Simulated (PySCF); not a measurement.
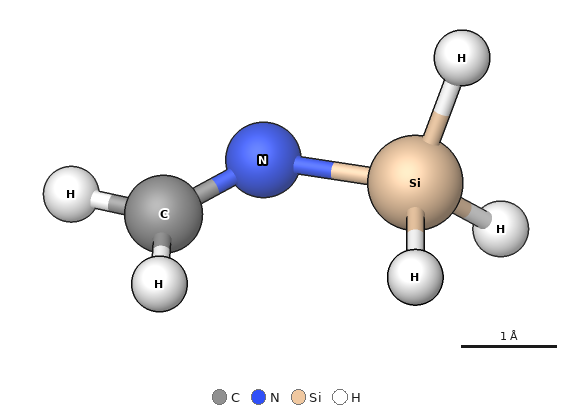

*The input geometry (ball-and-stick view, seen at a tilt).*

# NMR shielding calculation, with input and output: CH5NSi

CH5NSi, SMILES C=N[SiH3], computed with GIAO WP04/pcSseg-2 NMR shielding, non-relativistic, gas phase (PySCF 2.14.0).

The geometry comes from this level: PBE0-D3(BJ)/def2-SVP. Figures and captions count atoms from 1; the log counts them from 0 in places.

**Input file**
```
{"job": {"kind": "nmr", "xc": "WP04", "basis": "pcSseg-2", "pop": false}, "charge": 0, "multiplicity": 1}
C      1.531166    -0.063050     0.005319
N      0.472305    -0.406723     0.598448
Si    -1.153020    -0.009318     0.065794
H      1.565626     0.533945    -0.933169
H      2.519777    -0.352662     0.409615
H     -1.813718     0.773409     1.149028
H     -1.895416    -1.285127    -0.142021
H     -1.164719     0.789399    -1.207412
```

The first line tells a small driver script what to run in PySCF; the rest is the geometry in Å.

Machine: 1 CPU thread, shared host.

Launched with:
```bash
OMP_NUM_THREADS=1 python <driver script> task.json out
```

**What the program printed**
```
coarse grid: 6872 points
cycle   1  E = -390.8711278498  dE =  3.229e-02  |g| = 6.128e-01  |ddm| = 1.911e+00
cycle   2  E = -390.5844077768  dE =  2.867e-01  |g| = 1.221e+00  |ddm| = 1.536e+00
cycle   3  E = -390.9457011333  dE = -3.613e-01  |g| = 1.660e-01  |ddm| = 1.243e+00
cycle   4  E = -390.9512929754  dE = -5.592e-03  |g| = 6.524e-02  |ddm| = 1.236e-01
cycle   5  E = -390.9523829836  dE = -1.090e-03  |g| = 7.775e-03  |ddm| = 5.176e-02
cycle   6  E = -390.9523938960  dE = -1.091e-05  |g| = 1.114e-03  |ddm| = 6.447e-03
cycle   7  E = -390.9523941703  dE = -2.743e-07  |g| = 2.754e-04  |ddm| = 1.158e-03
final grid: 60992 points
cycle   8  E = -390.9630712154  dE = -4.053e-05  |g| = 4.597e-03  |ddm| = 2.193e-02
cycle   9  E = -390.9630660457  dE =  5.170e-06  |g| = 6.522e-03  |ddm| = 8.116e-03
cycle  10  E = -390.9630753415  dE = -9.296e-06  |g| = 1.803e-03  |ddm| = 5.241e-03
cycle  11  E = -390.9630759927  dE = -6.511e-07  |g| = 4.466e-04  |ddm| = 1.064e-03
cycle  12  E = -390.9630760393  dE = -4.657e-08  |g| = 9.737e-05  |ddm| = 3.195e-04
cycle  13  E = -390.9630760413  dE = -2.042e-09  |g| = 1.007e-05  |ddm| = 9.064e-05
cycle  14  E = -390.9630760413  dE = -2.444e-11  |g| = 1.101e-06  |ddm| = 8.970e-06
```

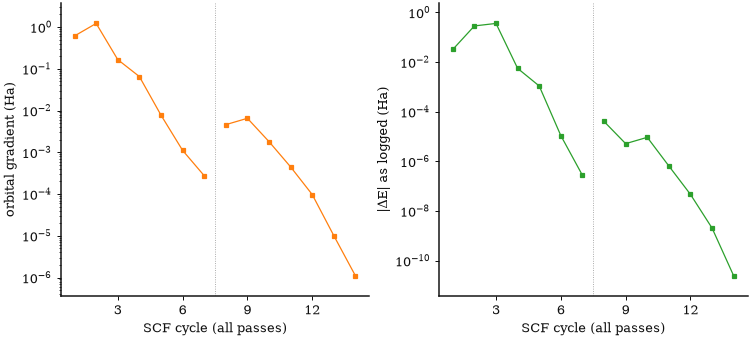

*Convergence of the self-consistent field: orbital gradient and size of the energy change against the SCF cycle. The dotted line marks the change from a coarse to the final integration grid.*

The first 7 cycles use a coarse grid, the final grid takes over at cycle 8, and the field converges after 14 cycles in all.

```
converged SCF energy = -390.9630760413

GIAO shielding tensors (ppm)
atom      isotropic    diamagn.    paramagn.     s11        s22        s33       span
  0 C       -5.416     250.746    -256.162   -112.164    -12.294    108.210    220.374
  1 N     -156.795     323.462    -480.257   -543.208   -199.369    272.193    815.401
  2 Si     376.234     879.776    -503.542    326.200    373.125    429.377    103.177
  3 H       23.254      30.936      -7.681     21.278     22.972     25.514      4.236
  4 H       23.351      28.715      -5.364     22.736     23.031     24.286      1.550
  5 H       27.307      29.470      -2.164     25.391     25.923     30.606      5.215
  6 H       27.299      29.456      -2.158     25.370     25.932     30.595      5.225
  7 H       27.548      30.358      -2.810     25.581     25.924     31.138      5.558
```

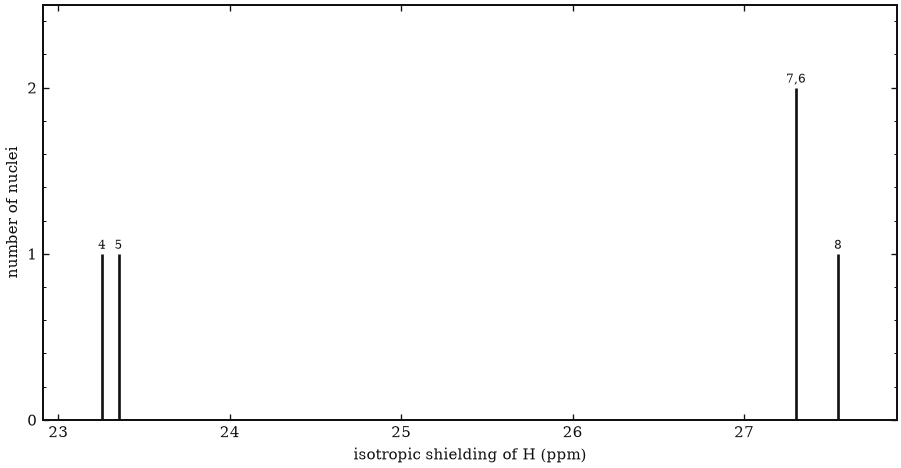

*Isotropic shieldings of the hydrogen nuclei in this fixed geometry, labelled by atom number; shielding grows to the right, so chemical shift grows to the left.*

The least shielded is H4 (23.3 ppm), the most shielded H8 (27.5 ppm).

**Summary**

| quantity | value |
| --- | --- |
| outcome | converged |
| total energy | −390.963076 hartree |
| HOMO | −8.34 eV |
| LUMO | −3.13 eV |
| dipole moment | 1.50 D |
| isotropic shielding, C | −5.4 ppm |
| isotropic shielding, N | −156.8 ppm |
| isotropic shielding, Si | 376.2 ppm |
| isotropic shielding, H | 23.3 to 27.5 ppm |
| wall time | 11 s |
| peak memory | 0.85 GiB |
